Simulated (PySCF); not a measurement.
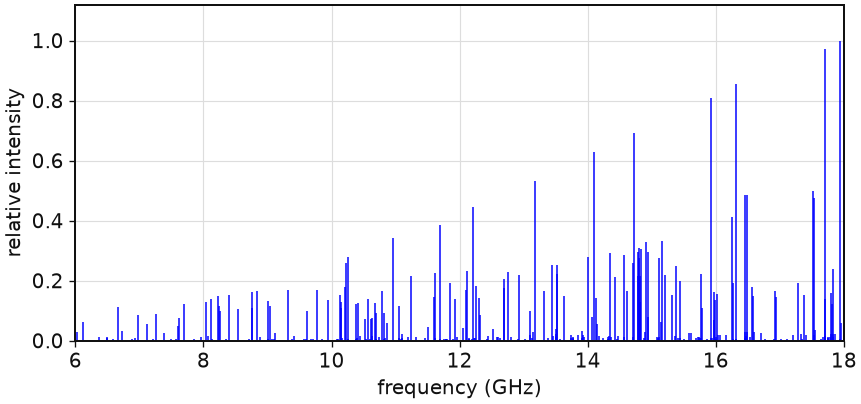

Simulated rotational absorption lines between 6 and 18 GHz at 5 K: rigid rotor with the equilibrium constants and dipole of one optimised conformer (PBE0-D3(BJ)/def2-SVP, PySCF 2.14.0), commonest isotopes; no centrifugal distortion, hyperfine structure, internal rotation or nuclear-spin weights; lines within 1 MHz of each other are summed.

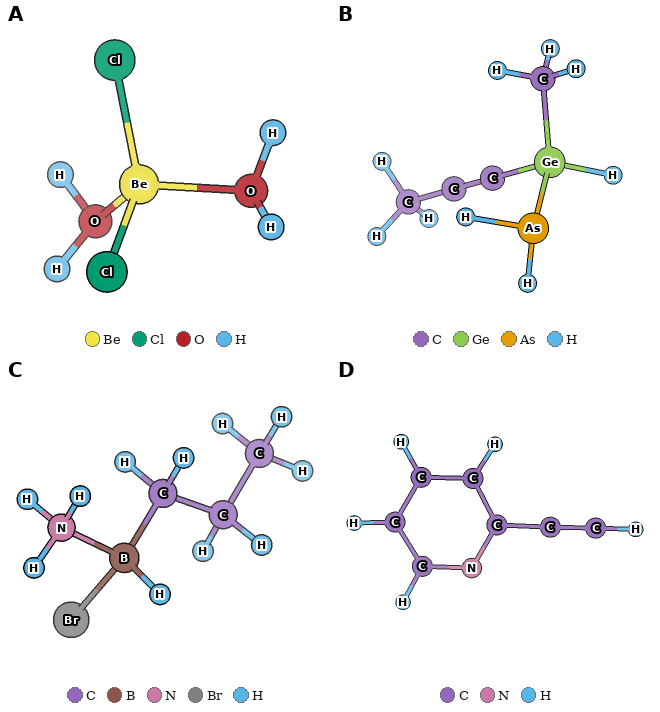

Which molecule gives this spectrum? Choose among the lettered structures.

Answer. Structure C, C₃H₁₁BBrN, SMILES CCC[B@@H-]([NH3+])Br. Rotational constants A, B, C = 3.099, 1.098, 0.8540 GHz, |μa|, |μb|, |μc| = 0.82, 5.98, 1.40 D.

Known limits of this run: coarse grid, loose stop and no frequency check, small forces are noise and the end may be a saddle.
